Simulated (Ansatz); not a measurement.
A series of calculations on AlNH₄OClF

**1. Relaxation**

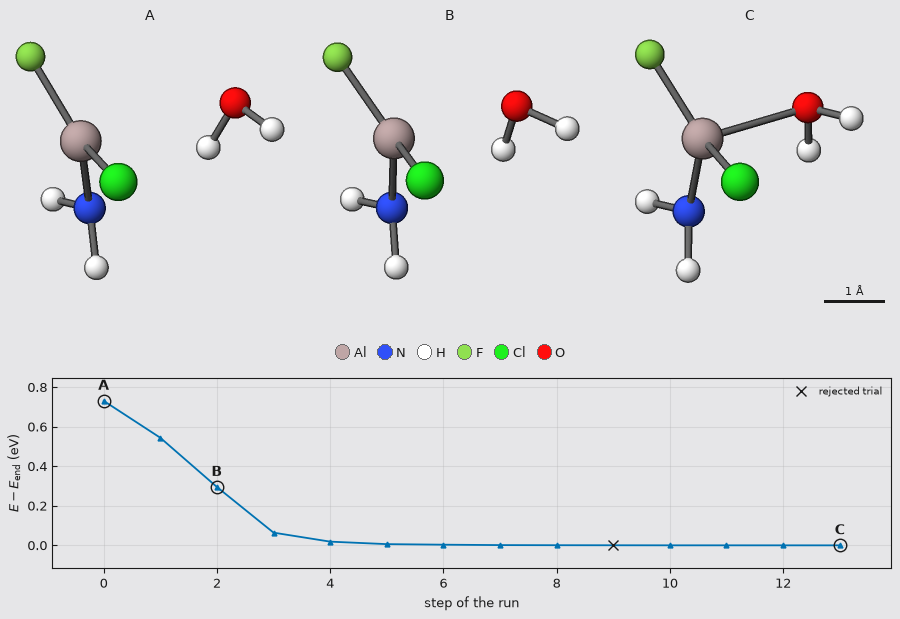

Frames of a relaxation of AlNH₄OClF, marked on the history of the run. A ball-and-stick model, seen from a free direction.

The run prepares an end point of a later path (reaction) calculation, from a guessed geometry.

These are results of Ansatz, RKS PBE/def2-mTZVP, not measurements. (no spin polarisation; force threshold 0.03 eV/Å; at most 50 steps)

Question: Describe the path.

Answer: Over 12 accepted moves (13 points after the start) the energy falls by 0.731 eV. The largest force component goes from 1.5 to 0.0061 eV/Å. The line search rejected the trial step at point 9 of the run. The atom that moves furthest after the best rigid fit is the O atom (0.55 Å). By element the largest moves are O 0.55 Å, H 0.50 Å, Al 0.44 Å, Cl 0.42 Å, F 0.36 Å, N 0.10 Å. Near-neighbour distances that change, for instance: Al–O 2.962 → 1.990 Å, Al–H 2.762 → 2.289 Å, Al–N 1.874 → 1.819 Å, Al–Cl 2.104 → 2.144 Å. New bonds form, among them: Al–O (2.96 → 1.99 Å). Bond angles that change, for instance: H–O–H 103.8° → 107.0°, F–Al–Cl 120.8° → 117.7°, N–Al–Cl 119.3° → 117.3°. Cost: 22 s on 4 threads of Arm Neoverse V2, with other jobs on the host, peak memory 0.19 GiB. From step 0 to 2: the O atom moves most (0.39 Å), energy −0.436 eV. From step 2 to 13: an H atom moves most (0.43 Å), energy −0.295 eV.

```csv
step,"E − E(0), eV","largest force component, eV/Å",note
0,0.0000,1.4941,
1,-0.1866,0.9893,
2,-0.4357,1.2613,
3,-0.6667,0.6643,
4,-0.7122,0.3763,
5,-0.7247,0.1404,
6,-0.7276,0.0637,
7,-0.7296,0.0649,
8,-0.7302,0.1631,
9,-0.7301,0.1693,rejected
10,-0.7308,0.0406,
11,-0.7308,0.0433,
12,-0.7309,0.0409,
13,-0.7309,0.0061,
```

Limits of the set-up: the start holds two separate molecules, 2.3 Å apart at their closest, whose relative position is a soft coordinate and is computed without a dispersion correction.

**2. Relaxation**

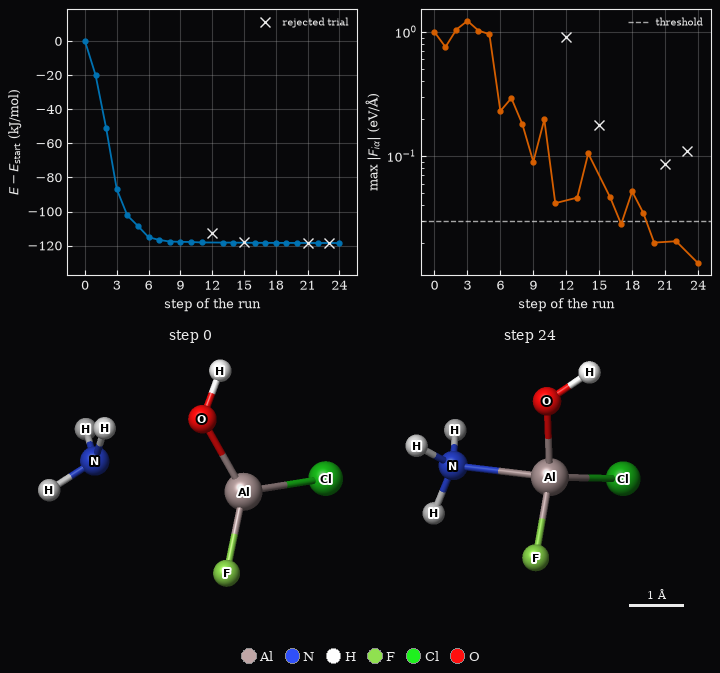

First and last geometry of a relaxation of AlNH₄OClF, with the history of the run. The picture is a ball-and-stick view, seen at a tilt.

The run prepares an end point of a later path (reaction) calculation, from a guessed geometry.

Level of theory: Ansatz, RKS PBE/def2-mTZVP.

Input file:
```yaml
crystal:
  periodic: [false, false, false]
  atoms:
    - { symbol: Al, position_ang: [-0.262364, 0.480047, -0.546881] }
    - { symbol: "N", position_ang: [-0.07075, 0.053295, 2.512721] }
    - { symbol: H, position_ang: [-0.843761, -0.229063, 3.118545] }
    - { symbol: H, position_ang: [0.803467, -0.051465, 3.03247] }
    - { symbol: F, position_ang: [1.299139, 0.080221, -0.947242] }
    - { symbol: Cl, position_ang: [-1.854537, -0.650425, -1.347538] }
    - { symbol: O, position_ang: [-0.500983, 2.00469, 0.285252] }
    - { symbol: H, position_ang: [-1.380112, 2.412431, 0.317746] }
    - { symbol: H, position_ang: [-0.187299, 1.059069, 2.265827] }
basis:
  gaussian: { orbitals: def2-mTZVP }
hamiltonian:
  xc: pbe
relax:
  f_tol: 0.03
  max_steps: 50
```

Run as
```bash
ansatz run input.yaml --threads 4 --pin off --max-ram 5120MiB --backend cpu --events-out ev --progress --plain --runs-dir out
```

### Did the run converge, and what did it change?

It converged. H4 moves most after the best rigid fit: 1.00 Å. Largest moves by element: H 1.00 Å, Cl 0.86 Å, Al 0.68 Å, F 0.63 Å, N 0.43 Å, O 0.35 Å. Near-neighbour distances that change, for instance: Al1–N2 3.095 → 2.017 Å, Al1–Cl6 2.110 → 2.147 Å, Al1–O7 1.753 → 1.726 Å, Al1–F5 1.661 → 1.685 Å. New bonds form, among them: Al1–N2 (3.10 → 2.02 Å). Among the angles between lasting bonds that change: F5–Al1–Cl6 119.3° → 114.7°, Cl6–Al1–O7 122.9° → 118.3°. Groups turn about Al1–O7 by about 40°. The energy falls by 118.5 kJ/mol in 20 accepted moves (24 points after the start). The largest force component goes from 1 to 0.014 eV/Å. The line search rejected the trial steps at points 12, 15, 21, 23 of the run. The forces were under the threshold at step 17, but the run went on from there.

| step | E − E(0), kJ/mol | largest force component, eV/Å | note |
| --- | --- | --- | --- |
| 0 | 0.00 | 0.9983 |  |
| 1 | -19.94 | 0.7565 |  |
| 2 | -51.11 | 1.0460 |  |
| 3 | -86.92 | 1.2283 |  |
| 4 | -102.34 | 1.0260 |  |
| 5 | -108.51 | 0.9588 |  |
| 6 | -115.09 | 0.2301 |  |
| 7 | -116.67 | 0.2927 |  |
| 8 | -117.62 | 0.1807 |  |
| 9 | -117.79 | 0.0898 |  |
| 10 | -117.88 | 0.1970 |  |
| 11 | -118.15 | 0.0417 |  |
| 12 | -112.64 | 0.9131 | rejected |
| 13 | -118.22 | 0.0462 |  |
| 14 | -118.25 | 0.1048 |  |
| 15 | -118.11 | 0.1764 | rejected |
| 16 | -118.36 | 0.0464 |  |
| 17 | -118.39 | 0.0282 |  |
| 18 | -118.40 | 0.0518 |  |
| 19 | -118.42 | 0.0350 |  |
| 20 | -118.45 | 0.0200 |  |
| 21 | -118.45 | 0.0868 | rejected |
| 22 | -118.47 | 0.0206 |  |
| 23 | -118.43 | 0.1092 | rejected |
| 24 | -118.49 | 0.0137 |  |

Limits of the set-up: the start holds two separate molecules, 2.2 Å apart at their closest, whose relative position is a soft coordinate and is computed without a dispersion correction.

**3. Path**

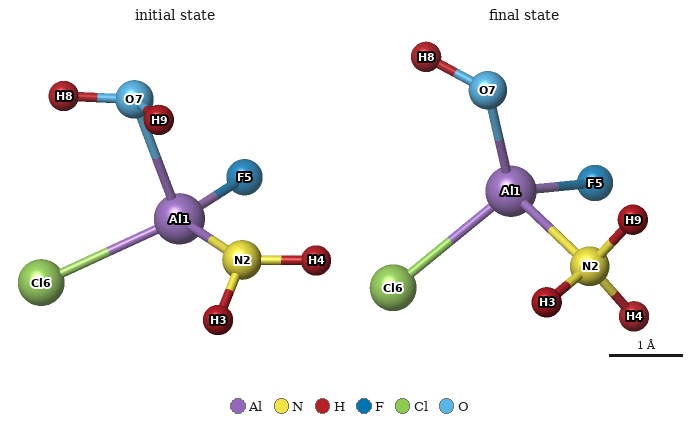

The two relaxed end points of a path for AlNH₄OClF. Style: ball-and-stick. Shown from a free direction.

Theory: Ansatz 0.2.0, RKS PBE/def2-mTZVP.

Settings: 5 movable images; climbing image; force threshold 0.05 eV/Å; iteration limit 60.

Start:
```xyz
9

Al   -0.0684    0.1682    0.3190
N    -0.0124   -0.1227    2.1138
H    -0.7079   -0.7282    2.5516
H     0.8844   -0.2917    2.5721
F     1.3665    0.2301   -0.5404
Cl   -1.8292   -0.4669   -0.7265
O    -0.5464    2.0802    0.5956
H    -1.4271    2.3025    0.2287
H    -0.6567    1.9874    1.5771
```

End:
```xyz
9

Al   -0.2650    0.5866    0.1298
N    -0.0306    0.1594    2.0870
H    -0.9070   -0.1493    2.5211
H     0.6688   -0.5750    2.2409
F     1.3397    0.4138   -0.3535
Cl   -1.5779   -0.9703   -0.5508
O    -0.9052    2.1802    0.3049
H    -1.6017    2.5161   -0.2798
H     0.2818    0.9973    2.5912
```

Predict the minimum-energy path and its barrier.

The highest point, image 1, lies 0.09 eV above the start and 1.08 eV above the end; the end is at −0.99 eV relative to the start. A hydrogen atom shifts from one atom to another. Breaking: O7–H9 (0.99 → 1.15 at the top → 2.83 Å). Forming: N2–H9 (2.27 → 1.48 at the top → 1.03 Å). The band is converged. At the top, the vibrational analysis gives one imaginary mode (750i cm⁻¹), as a transition state must have.

Energies of the converged images:

```
image  path (Å)  E (eV)
    0      0.00   0.000
    1      0.81   0.092
    2      1.61  -0.804
    3      2.41  -0.978
    4      3.21  -0.972
    5      4.01  -0.981
    6      4.81  -0.985
```

The geometry at the top of the path:

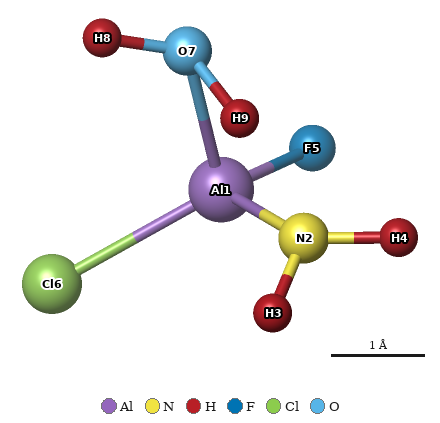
